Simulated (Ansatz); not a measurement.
ClFH₃O₂STa···NH₃

```yaml
atoms:
  - { symbol: Ta, position_ang: [-0.5825, -0.6851, -0.1975] }
  - { symbol: N, position_ang: [2.6852, 0.0367, -0.2142] }
  - { symbol: H, position_ang: [3.2415, 0.1149, 0.6195] }
  - { symbol: H, position_ang: [3.0852, 0.6433, -0.9090] }
  - { symbol: O, position_ang: [-0.1883, -1.1139, 1.5884] }
  - { symbol: H, position_ang: [0.2301, -1.0219, 2.4256] }
  - { symbol: O, position_ang: [-0.4147, -0.1913, -1.9966] }
  - { symbol: H, position_ang: [-0.0819, 0.1601, -2.8028] }
  - { symbol: F, position_ang: [-0.5185, 1.1415, 0.2729] }
  - { symbol: Cl, position_ang: [-2.8077, -1.3234, -0.2116] }
  - { symbol: S, position_ang: [0.7994, -2.6476, -0.8680] }
  - { symbol: H, position_ang: [0.9559, -3.2308, 0.3242] }
  - { symbol: H, position_ang: [2.7403, -0.9319, -0.5555] }
```

Core potentials replace the inner electrons of Ta; not at a stationary point (largest force 1.1 eV/Å).

Level of theory: RHF/def2-SVP (Ansatz).

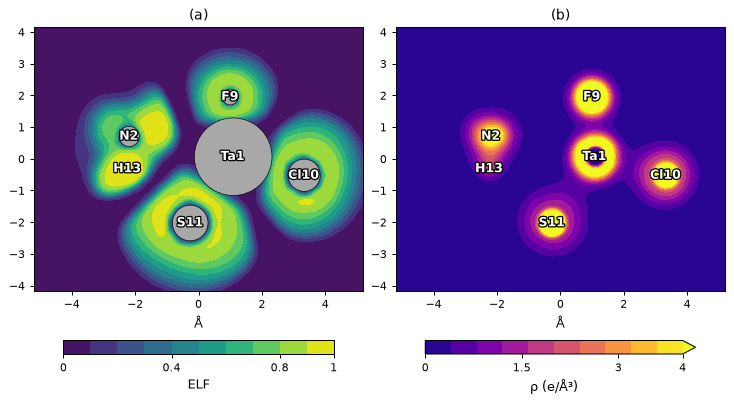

Figure 1. (a) electron localisation function; (b) electron density on the plane of atoms F9, Ta1 and S11. Grey discs cover the atomic cores in the ELF map.

> What do the fields say about this system?

Atoms in the plane: Ta, N, F, Cl, S and H. Ta1···N2 (3.35 Å): the density falls to about 0.05 e/Å³ on the way; the ELF dips to about 0 between them. Ta–F (1.89 Å): ρ is about 0.94 e/Å³ halfway; the ELF peaks at about 0.85 in the valence shell of F, 0.5 Å from its nucleus, and drops to about 0.20 between the two atoms. Ta–Cl (2.31 Å): ρ at the midpoint is about 0.66 e/Å³; the ELF peaks at about 0.90 in the valence shell of Cl, 0.8 Å from its nucleus, and is about 0.45 at the midpoint. Ta–S (2.49 Å): ρ at the midpoint is about 0.56 e/Å³; the ELF peaks at about 0.90 in the valence shell of S, 0.9 Å from its nucleus, and is about 0.65 at the midpoint. N–H (1.03 Å): ρ at the midpoint is about 2.8 e/Å³; the ELF climbs to about 1 towards the hydrogen, as it does in any bond to H: a covalent bond by its length.

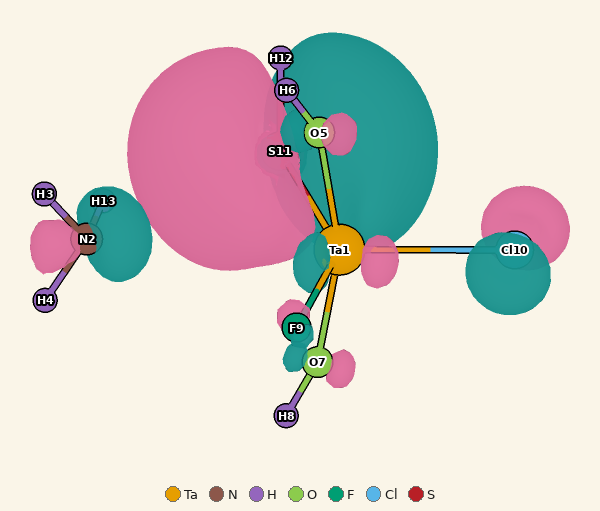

Figure 2. The HOMO at ±0.08 Å⁻³ᐟ² (teal and pink are the two phases), seen at a tilt.

> What is the character of this orbital?

By Hirshfeld shares it lies mainly on S11 (about 80 %); largely a lone pair of S11. Its energy is −9.97 eV.

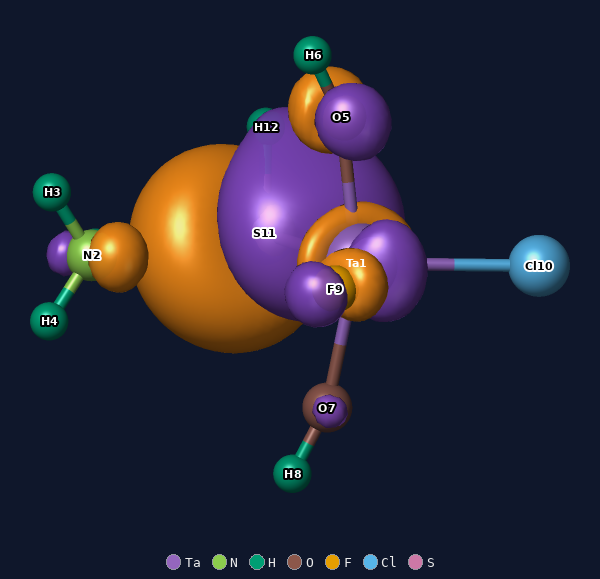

Figure 3. The HOMO−1 at ±0.1 Å⁻³ᐟ² (orange and purple are the two phases), seen across its widest extent.

> What is the character of this orbital?

By Hirshfeld shares it lies mainly on S11 (about 70 %) and Ta1 (about 15 %); largely a lone pair of S11. Its energy is −11.08 eV.
